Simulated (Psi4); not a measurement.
Run report: AlH3, excited-state calculation (part 1 of 2)

- system: AlH3
- method: EOM-CCSD/aug-cc-pCVDZ, RHF (Psi4 1.11)

The geometry comes from this level: PBE0-D4/def2-TZVP.

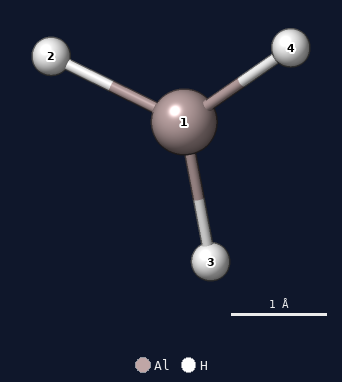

The structure (ball-and-stick view, seen at a tilt; atoms are numbered from 1 in the order of the input). Sticks mark near contacts. Bond lengths as drawn: Al–H 1.59 Å.

**Input (job.py)**
```python
import psi4

psi4.set_memory('1600 MB')
psi4.set_num_threads(1)
psi4.core.set_output_file('run.log', False)

with open('alh3.xyz') as f:
    atoms = ''.join(f.readlines()[2:])
m = psi4.geometry('0 1\n' + atoms + 'symmetry c1\nno_reorient\nno_com')

options = {'basis': 'aug-cc-pCVDZ', 'reference': 'rhf', 'scf_type': 'pk', 'roots_per_irrep': [2]}
psi4.set_options(options)

e_tot, wfn = psi4.properties('eom-ccsd', properties=['oscillator_strength'], molecule=m, return_wfn=True)
print(f'total energy {e_tot:.8f} hartree = {e_tot * 27.211386:.5f} eV')
```

**File alh3.xyz**
```
4
AlH3
Al     0.013700    -0.014800    -0.005100
H      0.633200     0.670900     1.283600
H     -1.340800    -0.832000     0.105100
H      0.749400     0.115700    -1.403900
```

Run on 1 thread of Intel Xeon (Sapphire Rapids), 16 GiB of memory available, shared host.

Command:
```bash
python job.py
```

**Log**
```
=> Loading Basis Set <=

    Name: AUG-CC-PCVDZ
    Role: ORBITAL
    Keyword: BASIS

         ---------------------------------------------------------
                                   SCF
                              RHF Reference
                        1 Threads,   1525 MiB Core
         ---------------------------------------------------------

  ==> Geometry <==

    Molecular point group: c1
    Full point group: C1

    Geometry (in Angstrom), charge = 0, multiplicity = 1:

       Center              X                  Y                   Z               Mass
    ------------   -----------------  -----------------  -----------------  -----------------
         AL           0.013700000000    -0.014800000000    -0.005100000000    26.981538530000
         H            0.633200000000     0.670900000000     1.283600000000     1.007825032230
         H           -1.340800000000    -0.832000000000     0.105100000000     1.007825032230
         H            0.749400000000     0.115700000000    -1.403900000000     1.007825032230

  Running in c1 symmetry.

  Rotational constants: A =      4.42241  B =      4.41912  C =      2.21633 [cm^-1]
  Rotational constants: A = 132580.51004  B = 132481.85494  C =  66443.88918 [MHz]
  Nuclear repulsion =   13.592190814956911

  Charge       = 0
  Multiplicity = 1
  Electrons    = 16
  Nalpha       = 8
  Nbeta        = 8

  ==> Algorithm <==

  SCF Algorithm Type is PK.
  DIIS enabled.
  MOM disabled.
  Fractional occupation disabled.
  Guess Type is SAD.
  Energy threshold   = 1.00e-10
  Density threshold  = 1.00e-10
  Integral threshold = 1.00e-12

  ==> Primary Basis <==

  Basis Set: AUG-CC-PCVDZ
    Blend: AUG-CC-PCVDZ
    Number of shells: 29
    Number of basis functions: 63
    Number of Cartesian functions: 66
    Spherical Harmonics?: true
    Max angular momentum: 2

  ==> Integral Setup <==

  Using in-core PK algorithm.
   Calculation information:
      Number of atoms:                   4
      Number of AO shells:              29
      Number of primitives:             77
      Number of atomic orbitals:        66
      Number of basis functions:        63

      Integral cutoff                 1.00e-12
      Number of threads:                 1

  Performing in-core PK
  Using 4066272 doubles for integral storage.
  We computed 94830 shell quartets total.
  Whereas there are 94830 unique shell quartets.

  ==> DiskJK: Disk-Based J/K Matrices <==

    J tasked:                  Yes
    K tasked:                  Yes
    wK tasked:                  No
    Memory [MiB]:             1144
    Schwarz Cutoff:          1E-12

  Minimum eigenvalue in the overlap matrix is 1.5723330847E-03.
  Reciprocal condition number of the overlap matrix is 2.5024897657E-04.
    Using symmetric orthogonalization.

  ==> Pre-Iterations <==

  SCF Guess: Superposition of Atomic Densities via on-the-fly atomic UHF (no occupation information).

   -------------------------
    Irrep   Nso     Nmo
   -------------------------
     A         63      63
   -------------------------
    Total      63      63
   -------------------------

  ==> Iterations <==

                        Total Energy        Delta E     RMS |[F,P]|

   @RHF iter SAD:  -242.99547779253800   -2.42995e+02   0.00000e+00
   @RHF iter   1:  -243.62628390325773   -6.30806e-01   1.76815e-03 DIIS/ADIIS
   @RHF iter   2:  -243.63244023112892   -6.15633e-03   4.35587e-04 DIIS/ADIIS
   @RHF iter   3:  -243.63295551930170   -5.15288e-04   1.13930e-04 DIIS/ADIIS
   @RHF iter   4:  -243.63304153102459   -8.60117e-05   1.36062e-05 DIIS
   @RHF iter   5:  -243.63304285721742   -1.32619e-06   1.72899e-06 DIIS
   @RHF iter   6:  -243.63304287711409   -1.98967e-08   1.93303e-07 DIIS
   @RHF iter   7:  -243.63304287734616   -2.32063e-10   1.83430e-08 DIIS
   @RHF iter   8:  -243.63304287734800   -1.84741e-12   1.33481e-09 DIIS
   @RHF iter   9:  -243.63304287734795    5.68434e-14   1.28614e-10 DIIS
   @RHF iter  10:  -243.63304287734817   -2.27374e-13   9.52503e-12 DIIS
  Energy and wave function converged.

  ==> Post-Iterations <==

    Orbital Energies [Eh]
    ---------------------

    Doubly Occupied:

       1A    -58.484332     2A     -4.897388     3A     -3.212282
       4A     -3.210056     5A     -3.210056     6A     -0.569981
       7A     -0.430520     8A     -0.430506

    Virtual:

       9A      0.014187    10A      0.033598    11A      0.033598
      12A      0.043112    13A      0.070416    14A      0.089763
      15A      0.110038    16A      0.110038    17A      0.136538
      18A      0.136542    19A      0.148589    20A      0.148590
      21A      0.159879    22A      0.262118    23A      0.305104
      24A      0.305105    25A      0.309513    26A      0.346222
      27A      0.346228    28A      0.362611    29A      0.404992
      30A      0.404993    31A      0.422576    32A      0.470831
      33A      0.470834    34A      0.508368    35A      0.547569
      36A      0.591676    37A      0.591690    38A      0.697844
      39A      0.697851    40A      0.846740    41A      0.868210
      42A      0.868216    43A      1.122058    44A      1.206783
      45A      1.206797    46A      1.849324    47A      1.894551
      48A      1.925296    49A      1.925298    50A      1.964826
      51A      1.964837    52A      2.015107    53A      2.203176
      54A      2.203191    55A      5.399998    56A      5.824342
      57A      5.824371    58A      8.881106    59A      8.885065
      60A      8.885066    61A      8.908912    62A      8.908915
      63A      9.101456

    Final Occupation by Irrep:
              A
    DOCC [     8 ]
    NA   [     8 ]
    NB   [     8 ]

  @RHF Final Energy:  -243.63304287734817

   => Energetics <=

    Nuclear Repulsion Energy =             13.5921908149569113
    One-Electron Energy =                -365.5602278332907531
    Two-Electron Energy =                 108.3349941409856712
    Total Energy =                       -243.6330428773482026

Computation Completed

Properties will be evaluated at   0.000000,   0.000000,   0.000000 [a0]

Properties computed using the SCF density matrix

 Multipole Moments:

 ------------------------------------------------------------------------------------
     Multipole            Electronic (a.u.)      Nuclear  (a.u.)        Total (a.u.)
 ------------------------------------------------------------------------------------

 L = 1.  Multiply by 2.5417464519 to convert [e a0] to [Debye]
 Dipole X            :         -0.4160284            0.4155508           -0.0004776
 Dipole Y            :          0.4500429           -0.4493769            0.0006661
 Dipole Z            :          0.1539617           -0.1540127           -0.0000510
 Magnitude           :                                                    0.0008212

 ------------------------------------------------------------------------------------

	total time  =          1 seconds =       0.02 minutes
 MINTS: Wrapper to libmints.

   Calculation information:
      Number of threads:                 1
      Number of atoms:                   4
      Number of AO shells:              29
      Number of SO shells:              29
      Number of primitives:             77
      Number of atomic orbitals:        66
      Number of basis functions:        63

      Number of irreps:                  1
      Integral cutoff                 1.00e-12
      Number of functions per irrep: [  63 ]

 OEINTS: Overlap, kinetic, potential, dipole, and quadrupole integrals
         stored in file 35.

      Computing two-electron integrals...done
      Computed 1835378 non-zero two-electron integrals.
        Stored in file 33.

	Wfn Parameters:
	--------------------
	Wavefunction         = EOM_CCSD
	Number of irreps     = 1
	Number of MOs        = 63
	Number of active MOs = 63
	AO-Basis             = NONE
	Semicanonical        = false
	Reference            = RHF
	Print Level          = 1

	IRREP	# MOs	# FZDC	# DOCC	# SOCC	# VIRT	# FZVR
	-----	-----	------	------	------	------	------
	 A	   63	    0	    8	    0	    55	    0
	Transforming integrals...
	IWL integrals will be deleted.
	(OO|OO)...
	Presorting SO-basis two-electron integrals.
	Sorting File: SO Ints (nn|nn) nbuckets = 1
	Constructing frozen core operators
	Starting first half-transformation.
	Sorting half-transformed integrals.
	First half integral transformation complete.
	Starting second half-transformation.
	Two-electron integral transformation complete.
	(OO|OV)...
	Starting second half-transformation.
	Two-electron integral transformation complete.
	(OO|VV)...
	Starting second half-transformation.
	Two-electron integral transformation complete.
	(OV|OO)...
	Starting first half-transformation.
	Sorting half-transformed integrals.
	First half integral transformation complete.
	Starting second half-transformation.
	Two-electron integral transformation complete.
	(OV|OV)...
	Starting second half-transformation.
	Two-electron integral transformation complete.
	(OV|VV)...
	Starting second half-transformation.
	Two-electron integral transformation complete.
	(VV|OO)...
	Starting first half-transformation.
	Sorting half-transformed integrals.
	First half integral transformation complete.
	Starting second half-transformation.
	Two-electron integral transformation complete.
	(VV|OV)...
	Starting second half-transformation.
	Two-electron integral transformation complete.
	(VV|VV)...
	Starting second half-transformation.
	Two-electron integral transformation complete.
	Frozen core energy     =      0.00000000000000

	Size of irrep 0 of <ab|cd> integrals:      9.151 (MW) /     73.205 (MB)
	Total:                                     9.151 (MW) /     73.205 (MB)

	Size of irrep 0 of <ia|bc> integrals:      1.331 (MW) /     10.648 (MB)
	Total:                                     1.331 (MW) /     10.648 (MB)

	Size of irrep 0 of tijab amplitudes:       0.194 (MW) /      1.549 (MB)
	Total:                                     0.194 (MW) /      1.549 (MB)

	Nuclear Rep. energy          =     13.59219081495691
	SCF energy                   =   -243.63304287734817
	One-electron energy          =   -365.56022783372981
	Two-electron energy          =    108.33499414142516
	Reference energy             =   -243.63304287734772

	total time  =          1 seconds =       0.02 minutes
            **************************
            *                        *
            *        CCENERGY        *
            *                        *
            **************************

    Nuclear Rep. energy (wfn)     =   13.592190814956911
    SCF energy          (wfn)     = -243.633042877348174
    Reference energy    (file100) = -243.633042877347719

    Input parameters:
    -----------------
    Wave function   =     EOM_CCSD
    Reference wfn   =     RHF
    Brueckner       =     No
    Memory (Mbytes) =     1600.0
    Maxiter         =     50
    R_Convergence   =     1.0e-07
    E_Convergence   =     1.0e-08
    Restart         =     Yes
    DIIS            =     Yes
    AO Basis        =     NONE
    ABCD            =     NEW
    Cache Level     =     2
    Cache Type      =     LOW
    Print Level     =     1
    Num. of threads =     1
    # Amps to Print =     10
    Print MP2 Amps? =     No
    Analyze T2 Amps =     No
    Print Pair Ener =     No
    Local CC        =     No
    SCS-MP2         =     False
    SCSN-MP2        =     False
    SCS-CCSD        =     False

MP2 correlation energy -0.2812743578079230
                Solving CC Amplitude Equations
                ------------------------------
  Iter             Energy              RMS        T1Diag      D1Diag    New D1Diag    D2Diag
  ----     ---------------------    ---------   ----------  ----------  ----------   --------
     0        -0.281274357807923    0.000e+00    0.000000    0.000000    0.000000    0.112604
     1        -0.301032897018218    4.999e-02    0.003071    0.008489    0.008489    0.139676
     2        -0.308594417595184    1.682e-02    0.004757    0.013473    0.013473    0.152152
     3        -0.308531092614288    3.149e-03    0.005302    0.015155    0.015155    0.153165
     4        -0.308555710127791    1.139e-03    0.005526    0.015879    0.015879    0.153471
     5        -0.308567370705133    3.124e-04    0.005585    0.016071    0.016071    0.153487
     6        -0.308564058071490    7.940e-05    0.005594    0.016100    0.016100    0.153485
     7        -0.308564521020457    2.139e-05    0.005594    0.016102    0.016102    0.153487
     8        -0.308564815807803    5.426e-06    0.005594    0.016102    0.016102    0.153487
     9        -0.308564694697386    1.729e-06    0.005594    0.016102    0.016102    0.153487
    10        -0.308564706516504    5.371e-07    0.005594    0.016102    0.016102    0.153487
    11        -0.308564708412712    1.636e-07    0.005594    0.016102    0.016102    0.153487
    12        -0.308564712236206    5.002e-08    0.005594    0.016102    0.016102    0.153487

    Iterations converged.

    Largest TIA Amplitudes:
              5  12         0.0095724053
              5  13         0.0090042145
              5   5        -0.0076181602
              7   8         0.0066941764
              6   9         0.0066934546
              7  35        -0.0046533845
              6  36         0.0046529389
              5  26        -0.0041746820
              7  36        -0.0030614410
              6  35        -0.0030612409

    Largest TIjAb Amplitudes:
      7   7  13  13        -0.0240989266
      6   6  13  13        -0.0240949444
      7   7  21  21        -0.0212536821
      6   6  20  20        -0.0212517418
      5   5   4   4        -0.0188481153
      2   2  46  46        -0.0181615932
      6   6  18  18        -0.0180655149
      7   7  17  17        -0.0180647019
      7   7  12  13        -0.0180094744
      7   7  13  12        -0.0180094744

    SCF energy       (wfn)                    = -243.633042877348174
    Reference energy (file100)                = -243.633042877347719

    Opposite-spin MP2 correlation energy      =   -0.219834461633122
    Same-spin MP2 correlation energy          =   -0.061439896174801
    Singles MP2 correlation energy            =   -0.000000000000000
    MP2 correlation energy                    =   -0.281274357807923
      * MP2 total energy                      = -243.914317235155636

    Opposite-spin CCSD correlation energy     =   -0.248043689158407
    Same-spin CCSD correlation energy         =   -0.060521023077799
    Singles CCSD correlation energy           =    0.000000000000000
    CCSD correlation energy                   =   -0.308564712236206
      * CCSD total energy                     = -243.941607589583924

			**************************
			*                        *
			*         CCHBAR         *
			*                        *
			**************************

	**********************************************************
	*  CCEOM: An Equation of Motion Coupled Cluster Program  *
	**********************************************************

	Nuclear Rep. energy (wfn)     =   13.592190814956911
	SCF energy          (wfn)     = -243.633042877348174
	Reference energy    (file100) = -243.633042877347719
	CCSD energy         (file100) =   -0.308564712236206

	Input parameters:
	-----------------
	Reference wfn   =     RHF
	Reference EOM wfn=     RHF
	Memory (Mbytes) =  1600.0
	ABCD            =     NEW
	Cache Level     =    2
	Cache Type      =     LRU
	Num. of threads =     1
	Local CC        =     No

	CCEOM parameters:
	-----------------
	States sought per irrep     = A 2,
	Max. number of iterations   =    80
	Vectors stored per root     =    12
	Print HbarSS iterations?    =     0
	Excitation range for HBarSS =     2
	Eigenvalue tolerance        = 1.0e-05
	Eigenvalue toleranceSS      = 1.0e-06
	Residual vector tolerance   = 1.0e-04
	Residual vector toleranceSS = 1.0e-06
	Complex tolerance           = 1.0e-12
	Root for properties         =     2
	Sym of state for properties =      A
	Guess vectors taken from    = SINGLES
	Restart EOM CC3             = NO
	Collapse with last vector   = YES

Fae   dot Fae   total  624.6057992663
Fmi   dot Fmi   total 3478.2302740635
Fme   dot Fme   total    0.0000068306
WMBIJ dot WMBIJ total    0.0000000000
Wmbij dot Wmbij total    0.0000000000
WMbIj dot WMbIj total    9.2564413329
WmBiJ dot WmBiJ total    0.0000000000
Symmetry of ground state: A
Symmetry of excited state: A
Symmetry of right eigenvector: A
Seeking states with multiplicity of 1
Obtaining initial guess from singles-singles block of Hbar...Done.
```
